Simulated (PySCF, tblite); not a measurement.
# C₃H₇BO₃Si: geometry, infrared bands and NMR shifts

Aim: predict the infrared bands and NMR shifts of C₃H₇BO₃Si (`OB(O)C1=COC[SiH2]1`).

Programs: tblite 0.8.0 and PySCF 2.14.0, with density-fitted response routines of our own. Each step states its level of theory. These are calculated values for one molecule in the gas phase, unless marked as measured. Atoms count from 0, in the outputs and in this text.

## Step 1: Starting geometry

15 atoms, charge 0, multiplicity 1; geometry from: force field or distance geometry start.

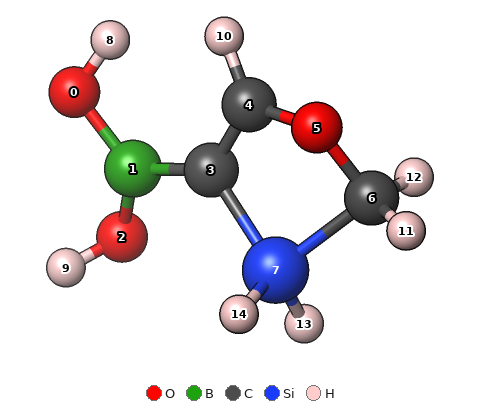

The starting geometry (oxygen red, boron green, carbon dark grey, silicon blue, hydrogen pink), atoms numbered.

## Step 2: Optimising the geometry with GFN2-xTB

What the job is given:

```
{"job": {"kind": "relax", "xc": "GFN2-xTB", "basis": "xTB"}, "charge": 0, "multiplicity": 1}
O      2.735800     0.826800     0.909900
B      1.831100    -0.163400     0.344600
O      2.334300    -1.545600     0.246600
C      0.351400     0.202500     0.061100
C     -0.376600     1.207000     0.504000
O     -1.652600     1.253000     0.067600
C     -2.316000     0.036200    -0.153100
Si    -0.816000    -0.787800    -0.991000
H      2.180600     1.433100     1.462200
H      2.983700    -1.510100    -0.510700
H      0.069700     1.964600     1.170100
H     -3.151900     0.109500    -0.869200
H     -2.554600    -0.443400     0.810000
H     -0.820400    -2.198600    -0.702300
H     -0.802900    -0.375800    -2.371700
```

Run with:

```
$ OMP_NUM_THREADS=1 python probes_run.py task.json out
```

The driver reads the jobs from task.json and runs them one after another.

What it wrote:

```text
step      E/eV     max force
  0    -684.30322    3.646
  1    -684.84794    2.013
  2    -685.10131    1.154
  3    -685.20314    1.041
  4    -685.38165    0.865
  5    -685.42995    0.844
  6    -685.53841    1.071
  7    -685.61007    0.977
  8    -685.72793    0.902
  9    -685.77696    0.719
 10    -685.83834    0.529
 11    -685.86385    0.770
 12    -685.86137    1.335
 13    -685.89550    0.303
 14    -685.90639    0.222
 15    -685.92378    0.274
 16    -685.93219    0.225
 17    -685.94190    0.206
 18    -685.95002    0.185
 19    -685.95720    0.207
 20    -685.96249    0.224
 21    -685.96692    0.208
 22    -685.97067    0.153
 23    -685.97401    0.166
 24    -685.97650    0.112
 25    -685.97862    0.101
 26    -685.98103    0.112
 27    -685.98396    0.134
 28    -685.98703    0.178
 29    -685.99018    0.152
 30    -685.99354    0.149
 31    -685.99695    0.137
 32    -686.00011    0.162
 33    -686.00218    0.117
 34    -686.00356    0.094
 35    -686.00549    0.113
 36    -686.00868    0.176
 37    -686.01282    0.234
 38    -686.01677    0.215
 39    -686.01974    0.121
 40    -686.02193    0.146
 41    -686.02394    0.170
 42    -686.02594    0.161
 43    -686.02761    0.115
 44    -686.02912    0.075
 45    -686.03034    0.073
 46    -686.03131    0.061
 47    -686.03197    0.070
 48    -686.03258    0.066
 49    -686.03330    0.053
 50    -686.03407    0.057
 51    -686.03476    0.056
 52    -686.03541    0.058
 53    -686.03620    0.061
 54    -686.03706    0.065
 55    -686.03767    0.045
 56    -686.03798    0.049
 57    -686.03821    0.048
 58    -686.03849    0.048
 59    -686.03887    0.059
 60    -686.03922    0.048
 61    -686.03941    0.033
 62    -686.03955    0.026
 63    -686.03967    0.026
 64    -686.03976    0.022
 65    -686.03982    0.014
 66    -686.03986    0.016
 67    -686.03992    0.020
 68    -686.03998    0.021
 69    -686.04004    0.017
 70    -686.04009    0.017
 71    -686.04014    0.017
 72    -686.04019    0.016
 73    -686.04023    0.012
 74    -686.04025    0.010
 75    -686.04026    0.011
 76    -686.04029    0.012
 77    -686.04033    0.016
 78    -686.04038    0.016
 79    -686.04043    0.014
 80    -686.04046    0.013
 81    -686.04048    0.010
 82    -686.04050    0.012
 83    -686.04053    0.012
 84    -686.04055    0.011
 85    -686.04057    0.010
 86    -686.04058    0.009
```

Wall time 0.58 s (1 thread of Arm Neoverse V1, shared host); peak memory 0.18 GiB.

The steps of the relaxation: (not every step is listed)

| step | energy from step 0 (eV) | largest force (eV/Å) |
| --- | --- | --- |
| 0 | 0.0000 | 3.6463 |
| 1 | -0.5447 | 2.0135 |
| 2 | -0.7981 | 1.1539 |
| 3 | -0.8999 | 1.0408 |
| 4 | -1.0784 | 0.8648 |
| 5 | -1.1267 | 0.8444 |
| 6 | -1.2352 | 1.0714 |
| 7 | -1.3068 | 0.9773 |
| 8 | -1.4247 | 0.9020 |
| 15 | -1.6206 | 0.2744 |
| 22 | -1.6675 | 0.1528 |
| 29 | -1.6870 | 0.1521 |
| 36 | -1.7055 | 0.1759 |
| 43 | -1.7244 | 0.1146 |
| 50 | -1.7309 | 0.0566 |
| 57 | -1.7350 | 0.0478 |
| 64 | -1.7365 | 0.0218 |
| 71 | -1.7369 | 0.0168 |
| 78 | -1.7372 | 0.0163 |
| 81 | -1.7373 | 0.0102 |
| 82 | -1.7373 | 0.0117 |
| 83 | -1.7373 | 0.0116 |
| 84 | -1.7373 | 0.0114 |
| 85 | -1.7373 | 0.0103 |
| 86 | -1.7374 | 0.0093 |

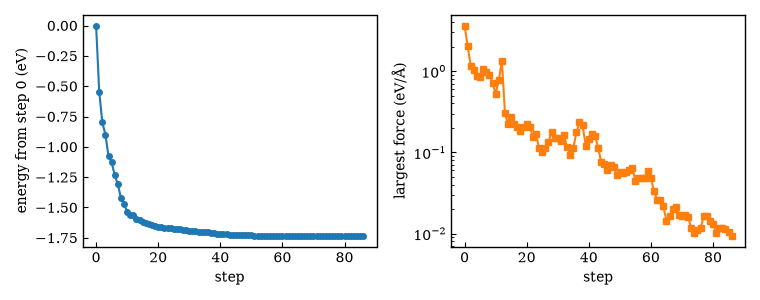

Energy and force, step by step.

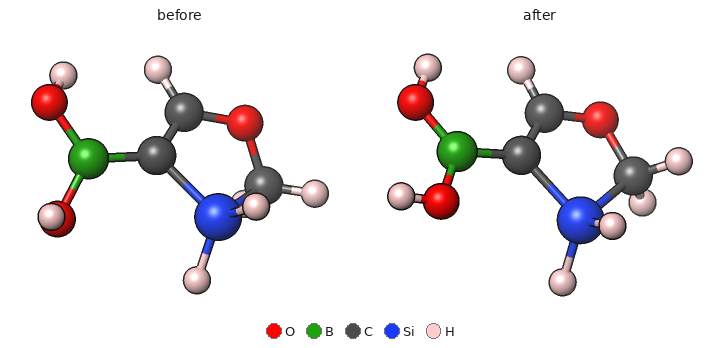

The geometry before (left) and after (right).

Close pairs (by a distance rule), those that changed most:

| bond | before (Å) | after (Å) | change (Å) |
| --- | --- | --- | --- |
| B1–O2 | 1.474 | 1.356 | -0.119 |
| O0–B1 | 1.456 | 1.367 | -0.089 |
| O2–H9 | 0.998 | 0.958 | -0.040 |
| O0–H8 | 0.990 | 0.954 | -0.036 |
| O5–C6 | 1.403 | 1.432 | +0.028 |
| C3–C4 | 1.317 | 1.345 | +0.028 |
| C6–Si7 | 1.906 | 1.932 | +0.027 |
| Si7–H14 | 1.441 | 1.466 | +0.025 |

The end geometry stands in the next job.

## Step 3: Infrared spectrum with GFN2-xTB

What the job is given:

```
{"job": {"kind": "ir", "xc": "GFN2-xTB", "basis": "xTB"}, "charge": 0, "multiplicity": 1}
O      2.722715     0.724590     0.886482
B      1.856942    -0.103646     0.228766
O      2.380321    -1.190519    -0.389754
C      0.321422     0.095454     0.124115
C     -0.405190     1.055169     0.724513
O     -1.731774     1.160592     0.587756
C     -2.299239     0.155081    -0.258943
Si    -0.853696    -0.976189    -0.862024
H      2.336081     1.487631     1.309347
H      3.331216    -1.261267    -0.293306
H     -0.019260     1.833688     1.373799
H     -2.822247     0.674048    -1.064522
H     -3.052825    -0.369888     0.330917
H     -1.043904    -2.352668    -0.397488
H     -0.724975    -0.924086    -2.321568
```

What it wrote:

```text
mode    cm-1     km/mol
  1      35.9      1.99
  2     100.7      0.44
  3     109.0      3.78
  4     180.8      0.14
  5     290.4      8.84
  6     366.2      2.19
  7     378.6      0.74
  8     450.5      1.31
  9     493.3     41.14
 10     494.9      0.06
 11     523.9     77.68
 12     569.1     30.91
 13     589.8     65.60
 14     626.2    322.04
 15     631.9     98.05
 16     663.2     95.28
 17     732.8     74.49
 18     758.5     13.27
 19     789.4    224.15
 20     858.7      0.66
 21     937.2    144.49
 22     948.8    214.56
 23     964.6     26.67
 24    1027.0     62.51
 25    1141.4    212.35
 26    1169.2     12.57
 27    1241.3    153.84
 28    1252.4    272.44
 29    1265.0    259.62
 30    1305.5    156.13
 31    1470.8      0.97
 32    1591.6    497.60
 33    2234.5    455.94
 34    2249.5    198.10
 35    2947.9     46.47
 36    2970.7     22.78
 37    3019.7     61.07
 38    3611.4     16.27
 39    3672.9      8.64
```

Run time: 0.51 s. Hardware: 1 thread of Arm Neoverse V1, shared host; peak memory 0.18 GiB.

Which atoms move in the most intense modes:

| cm⁻¹ | km/mol | atoms |
| --- | --- | --- |
| 626 | 322.0 | H9 57 %, B1 22 %, O2 11 % |
| 789 | 224.2 | H14 46 %, H13 46 % |
| 949 | 214.6 | H9 41 %, O0 13 % |
| 1141 | 212.3 | C4 32 %, O5 29 %, C6 14 % |
| 1252 | 272.4 | B1 54 %, O2 14 % |
| 1265 | 259.6 | H10 40 %, C3 22 %, B1 21 % |
| 1592 | 497.6 | C4 49 %, C3 45 % |
| 2234 | 455.9 | H14 75 %, H13 21 % |

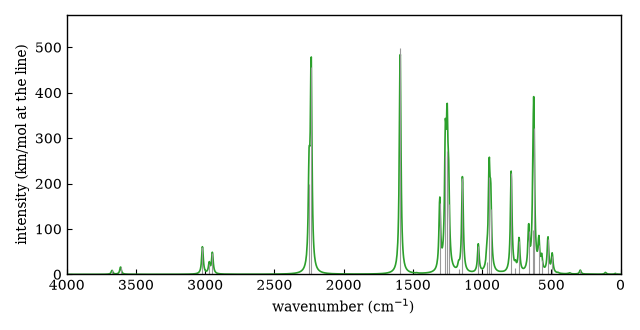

The infrared spectrum from these modes, unscaled. Lines are broadened to a width of 14 cm⁻¹ (Lorentzian).

## Step 4: NMR shieldings: PBE0/pcSseg-1

The job, as its differences from that of step 3:

```diff
@@ -1,2 +1,2 @@
-{"job": {"kind": "ir", "xc": "GFN2-xTB", "basis": "xTB"}, "charge": 0, "multiplicity": 1}
+{"job": {"kind": "nmr", "xc": "PBE0", "basis": "pcSseg-1"}, "charge": 0, "multiplicity": 1}
 O      2.722715     0.724590     0.886482
```

Method: GIAO PBE0/pcSseg-1 NMR shielding, non-relativistic, gas phase.

What it wrote:

```text
coarse grid: 13568 points
cycle   1  E = -657.8124766987  dE =  1.261e+00  |g| = 9.684e-01  |ddm| = 3.526e+00
cycle   2  E = -657.6656084180  dE =  1.469e-01  |g| = 1.327e+00  |ddm| = 1.504e+00
cycle   3  E = -657.9844919874  dE = -3.189e-01  |g| = 9.570e-02  |ddm| = 9.199e-01
cycle   4  E = -657.9861766844  dE = -1.685e-03  |g| = 4.658e-02  |ddm| = 1.270e-01
cycle   5  E = -657.9867021207  dE = -5.254e-04  |g| = 1.210e-02  |ddm| = 5.226e-02
cycle   6  E = -657.9867229067  dE = -2.079e-05  |g| = 7.050e-03  |ddm| = 1.444e-02
cycle   7  E = -657.9867337998  dE = -1.089e-05  |g| = 9.617e-04  |ddm| = 5.886e-03
cycle   8  E = -657.9867339533  dE = -1.535e-07  |g| = 4.347e-04  |ddm| = 9.128e-04
final grid: 127992 points
cycle   9  E = -658.0616797862  dE = -2.693e-05  |g| = 1.203e-02  |ddm| = 2.155e-02
cycle  10  E = -658.0616369741  dE =  4.281e-05  |g| = 1.946e-02  |ddm| = 1.892e-02
cycle  11  E = -658.0617055427  dE = -6.857e-05  |g| = 2.040e-03  |ddm| = 1.274e-02
cycle  12  E = -658.0617065216  dE = -9.789e-07  |g| = 3.761e-04  |ddm| = 2.055e-03
cycle  13  E = -658.0617065518  dE = -3.022e-08  |g| = 1.216e-04  |ddm| = 4.370e-04
cycle  14  E = -658.0617065551  dE = -3.270e-09  |g| = 3.451e-05  |ddm| = 1.185e-04
cycle  15  E = -658.0617065553  dE = -2.444e-10  |g| = 9.002e-06  |ddm| = 2.870e-05
converged SCF energy = -658.0617065553

GIAO shielding tensors (ppm)
atom      isotropic    diamagn.    paramagn.     s11        s22        s33       span
  0 O      230.256     386.919    -156.663    128.684    276.977    285.107    156.423
  1 B       74.097     193.154    -119.057     61.999     68.306     91.986     29.987
  2 O      218.840     386.154    -167.314    134.507    259.033    262.980    128.473
  3 C       92.552     267.067    -174.516      7.772    103.663    166.220    158.448
  4 C        9.167     253.667    -244.500   -106.156     47.898     85.758    191.914
  5 O      152.556     396.499    -243.942     25.453    206.042    226.173    200.720
  6 C      128.172     252.176    -124.004     87.000    104.248    193.269    106.269
  7 Si     383.205     880.929    -497.725    349.860    370.951    428.802     78.942
  8 H       27.723      32.932      -5.209     20.757     25.582     36.830     16.072
  9 H       27.790      28.976      -1.186     21.635     23.666     38.069     16.434
 10 H       24.607      32.804      -8.197     21.746     24.058     28.017      6.271
 11 H       27.649      29.697      -2.049     23.120     26.574     33.253     10.134
 12 H       27.650      29.692      -2.042     23.120     26.571     33.259     10.138
 13 H       26.847      29.189      -2.342     23.578     24.714     32.248      8.671
 14 H       26.858      29.191      -2.333     23.629     24.689     32.256      8.627
```

Wall time 28 s (1 thread of Arm Neoverse V1, shared host); peak memory 0.81 GiB.

Shifts follow as δ = σ(reference) − σ, with reference shieldings (ppm) from runs at the same level and on the same kind of geometry: ¹H TMS 31.72, ¹³C TMS 186.9, ²⁹Si TMS 349.2, ¹⁷O H2O 336.1, ¹¹B BF3·OEt2 100.1. The references are single molecules in the gas phase, so shifts against H2O, NH3, PH3, H3PO4 or CFCl3 are not on the usual liquid scales and can be off by tens of ppm. Atoms listed in one row are averaged.

| atoms | environment | σ (ppm) | δ (ppm) | δ scaled to CDCl3 |
| --- | --- | --- | --- | --- |
| C4 | alkene carbon bearing oxygen | 9.2 | 177.8 | 171.6 |
| C3 | β carbon of an enol-ether or enamine type C=C | 92.6 | 94.4 | 90.2 |
| C6 | sp3 CH2 bonded to O and Si | 128.2 | 58.8 | 55.4 |
| H10 | hydrogen on an alkene carbon bearing oxygen | 24.61 | 7.11 | 6.81 |
| H13, H14 | hydrogen on a silicon bonded to 2 C, in a 5-membered ring | 26.85 | 4.86 | – |
| H11, H12 | hydrogen on an sp3 CH2 bonded to O and Si | 27.65 | 4.07 | 3.94 |
| H8, H9 | hydrogen on an oxygen bonded to B | 27.76 | 3.96 | – |
| O5 | ether oxygen | 152.6 | 183.5 | – |
| O0, O2 | oxygen bonded to B, H | 224.5 | 111.5 | – |
| B1 | boron bonded to C, 2 O | 74.1 | 26.0 | – |
| Si7 | silicon bonded to 2 C, 2 H, in a 5-membered ring | 383.2 | -34.0 | – |

The scaled column applies a straight-line fit of computed shieldings to shifts measured in CDCl3 (root-mean-square error 0.16 ppm for H, 1.9 ppm for C).

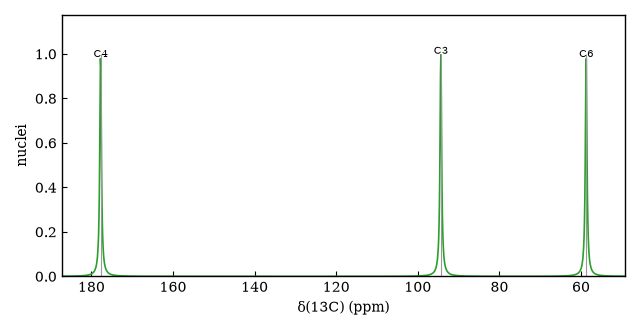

¹³C lines at the computed shifts, without couplings. Lines are broadened to a width of 0.48 ppm (Lorentzian).

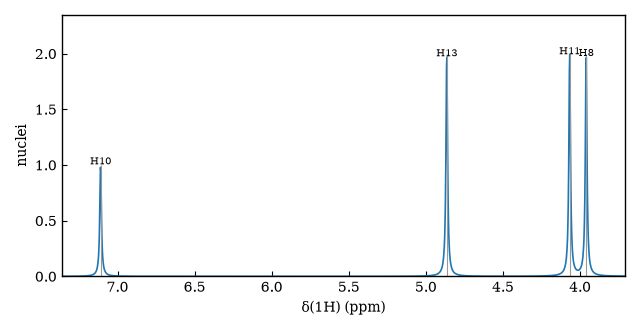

¹H lines at the computed shifts, without couplings. Lines are broadened to a width of 0.01 ppm (Lorentzian).

The run also stored atomic charges by several schemes (e):

| atoms | Mulliken | IAO | Hirshfeld | ESP fit |
| --- | --- | --- | --- | --- |
| O0, O2 | -0.42 | -0.56 | -0.26 | -0.68 |
| B1 | 0.62 | 0.48 | 0.22 | 0.62 |
| C3 | -0.75 | -0.53 | -0.23 | -0.47 |
| C4 | 0.25 | 0.12 | 0.05 | 0.16 |
| O5 | -0.44 | -0.31 | -0.10 | -0.27 |
| C6 | -0.26 | -0.35 | -0.09 | -0.18 |
| Si7 | 0.72 | 0.75 | 0.33 | 0.50 |

Mulliken charges:

O0 -0.42; B1 0.62; O2 -0.41; C3 -0.75; C4 0.25; O5 -0.44; C6 -0.26; Si7 0.72; H8 0.24; H9 0.24; H10 0.08; H11 0.14; H12 0.14; H13 -0.08; H14 -0.08

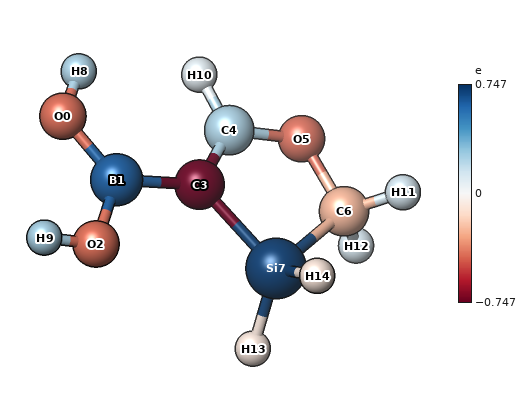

Mulliken charges, as colours on the atoms.

Mayer bond orders: O0–B1 1.21, B1–O2 1.22, B1–C3 0.92, C3–C4 1.72, C4–O5 1.11, O5–C6 0.84, C6–Si7 0.88, Si7–C3 0.92.

Ring of atoms C3, C4, O5, C6, Si7: NICS(0) -4.2, NICS(1) -3.4, NICS(1)zz -4.0 ppm (means of both faces).

## Step 5: Results

| quantity | value |
| --- | --- |
| strongest single infrared mode (GFN2-xTB) | 1592 cm⁻¹, 498 km/mol |
| zero-point energy (GFN2-xTB) | 63.9 kcal/mol |
| ¹³C shifts against TMS (PBE0/pcSseg-1) | 177.8, 94.4, 58.8 ppm |
| ¹H shifts against TMS (PBE0/pcSseg-1, means over atoms taken as alike) | 7.11, 4.86, 4.07, 3.96 ppm |
| ¹⁷O shifts against H2O (PBE0/pcSseg-1, means over atoms taken as alike) | 183.5, 111.5 ppm |
| ¹¹B shifts against BF3·OEt2 (PBE0/pcSseg-1) | 26.0 ppm |
| ²⁹Si shifts against TMS (PBE0/pcSseg-1) | -34.0 ppm |

In words: Over 86 steps the energy fell by 1.737 eV; of the close pairs, B1–O2 changed most, 1.474 to 1.356 Å. All 39 modes are real, so the xTB geometry is a minimum. The strongest single mode, at 1592 cm⁻¹, moves mainly C4 and C3. Unscaled tight-binding wavenumbers are off by several per cent, some by more. Its intensities can rank the bands wrongly. The most deshielded carbon is C4 (alkene carbon bearing oxygen), at 177.8 ppm: an sp2 carbon further deshielded by the attached heteroatom. H10 (hydrogen on an alkene carbon bearing oxygen) lies farthest downfield among hydrogen, at 7.11 ppm; olefinic region.
